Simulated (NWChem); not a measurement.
# CAM-B3LYP/SBKJC-VDZ (core potential) run of C3H8O2 (dimethoxymethane)

What is the vertical ionisation energy of C3H8O2 (dimethoxymethane) at CAM-B3LYP/SBKJC-VDZ (core potential)? 

The calculation is run with NWChem 7.3.0.

## 1. The system as given

C3H8O2: 13 atoms, total charge 0, spin state singlet. As SMILES, `COCOC`. Geometry: relaxed at PBE0-D4/def2-TZVP. This is one conformer, not always the lowest.

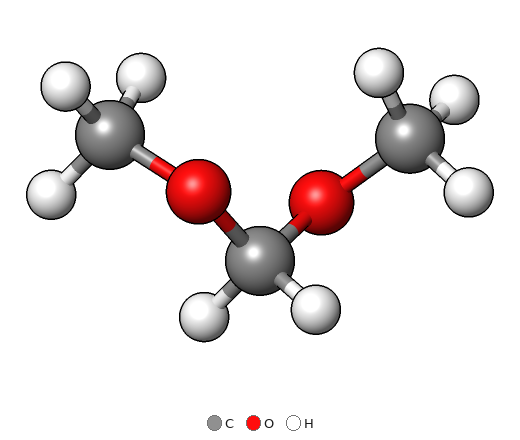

The structure, seen from a chosen angle (carbon grey, oxygen red, hydrogen white).

## 2. The energy at CAM-B3LYP/SBKJC-VDZ (core potential)

c3h8o2.nw

```
start c3h8o2
title "C3H8O2 CAM-B3LYP"
memory total 2200 mb

geometry units angstrom noautosym nocenter noautoz
  C    -1.024400   -0.789300    1.349800
  O     0.262200   -0.255300    1.139700
  C     0.811400   -0.614800   -0.087400
  O     0.154100   -0.062300   -1.182600
  C     0.296400    1.336700   -1.267600
  H    -1.339600   -0.485400    2.347600
  H    -1.007500   -1.886200    1.298200
  H    -1.743500   -0.416400    0.613700
  H     0.761800   -1.701400   -0.234500
  H     1.856200   -0.280600   -0.049300
  H    -0.214200    1.657300   -2.175200
  H     1.355300    1.620400   -1.333200
  H    -0.147600    1.842600   -0.404500
end

basis spherical bse
  * library SBKJC-VDZ
end

ecp bse
  C library SBKJC-VDZ
  O library SBKJC-VDZ
end

dft
  xc xcamb88 1.00 lyp 0.81 vwn_5 0.19 hfexch 1.00
  cam 0.33 cam_alpha 0.19 cam_beta 0.46
  grid fine
  convergence energy 1e-08
  direct
  maxiter 100
  mulliken
  print low
end

task dft energy
```

Started as:

```sh
$ nwchem c3h8o2.nw > c3h8o2.out
```

Output:

```text
[...]
 d= 0,ls=0.0,diis     1    -53.4058702115 -1.69D+02  2.24D-02  5.02D-01     1.9
[...]
 d= 0,ls=0.0,diis     8    -53.4859001061 -4.73D-09  2.62D-06  2.04D-08    13.4
         Total DFT energy =      -53.485900106070
      One electron energy =     -312.512390818120
           Coulomb energy =      158.416989746622
    Exchange-Corr. energy =      -15.093947462253
 Nuclear repulsion energy =      115.703448427681
[...]
      Total Density - Mulliken Population Analysis
     ---------------------------------------------
    Atom       Charge   Shell Charges
 -----------   ------   -------------------------------------------------------
    1 C    4     4.40   1.12  2.66  0.18  0.43
    2 O    6     6.15   1.39  3.62  0.29  0.85
    3 C    4     4.36   1.11  2.56  0.26  0.43
    4 O    6     6.15   1.39  3.62  0.29  0.85
    5 C    4     4.40   1.12  2.66  0.18  0.43
    6 H    1     0.79   0.46  0.33
    7 H    1     0.85   0.46  0.39
    8 H    1     0.83   0.46  0.37
    9 H    1     0.80   0.46  0.34
   10 H    1     0.80   0.46  0.34
[...]
```

Run time: 14 s. Hardware: 1 thread of Intel Xeon 6975P-C (Granite Rapids), shared host; peak memory 0.12 GiB.

## 3. The doublet cation

input.xyz

```xyz
13

C     -1.024400    -0.789300     1.349800
O      0.262200    -0.255300     1.139700
C      0.811400    -0.614800    -0.087400
O      0.154100    -0.062300    -1.182600
C      0.296400     1.336700    -1.267600
H     -1.339600    -0.485400     2.347600
H     -1.007500    -1.886200     1.298200
H     -1.743500    -0.416400     0.613700
H      0.761800    -1.701400    -0.234500
H      1.856200    -0.280600    -0.049300
H     -0.214200     1.657300    -2.175200
H      1.355300     1.620400    -1.333200
H     -0.147600     1.842600    -0.404500
```

input.nw

```
start input
memory 2200 mb
charge 1

geometry units angstroms noautosym nocenter noautoz
 load format xyz input.xyz
end

basis spherical bse
 * library SBKJC-VDZ
end

ecp bse
 C library SBKJC-VDZ
 O library SBKJC-VDZ
end

dft
 xc xcamb88 1.00 lyp 0.81 vwn_5 0.19 hfexch 1.00
 cam 0.33 cam_alpha 0.19 cam_beta 0.46
 mult 2
 grid fine
 convergence energy 1e-08
 direct
 maxiter 100
 mulliken
 print low
end

task dft energy
```

Started as:

```sh
$ nwchem input.nw > input.out
```

Output:

```text
[...]
 d= 0,ls=0.0,diis     1    -53.0003459388 -1.69D+02  1.15D-02  1.48D-01     2.4
[...]
 d= 0,ls=0.0,diis    12    -53.1101743618 -7.54D-09  1.10D-06  8.87D-10    27.2
[...]
         Total DFT energy =      -53.110174361793
      One electron energy =     -304.507712173322
           Coulomb energy =      150.376820946320
    Exchange-Corr. energy =      -14.682731562472
 Nuclear repulsion energy =      115.703448427681
[...]
      Total Density - Mulliken Population Analysis
     ---------------------------------------------
    Atom       Charge   Shell Charges
 -----------   ------   -------------------------------------------------------
    1 C    4     4.40   1.14  2.68  0.23  0.36
    2 O    6     5.97   1.41  3.54  0.32  0.70
    3 C    4     4.36   1.12  2.60  0.29  0.34
    4 O    6     5.97   1.41  3.54  0.32  0.70
    5 C    4     4.40   1.14  2.68  0.23  0.36
    6 H    1     0.72   0.45  0.27
    7 H    1     0.75   0.44  0.31
    8 H    1     0.77   0.44  0.32
    9 H    1     0.71   0.45  0.27
   10 H    1     0.71   0.45  0.27
[...]
      <S2> =      0.7597 (Exact =     0.7500)
[...]
```

Wall time 28 s (1 thread of Intel Xeon 6975P-C (Granite Rapids), shared host); peak memory 0.12 GiB.

## 4. Summary of results

Level: CAM-B3LYP/SBKJC-VDZ (core potential).

| quantity | value |
| --- | --- |
| singlet C3H8O2: total energy | -53.48590 Eh |
| doublet cation: total energy | -53.11017 Eh |
| doublet cation: ⟨S²⟩ | 0.760 |
| vertical ionisation energy (to the doublet cation) | 10.224 eV |

In words: The vertical ionisation energy comes to 10.22 eV (986 kJ/mol). Mulliken charges (doublet cation) run from -0.40 on C1 to +0.29 on H9.
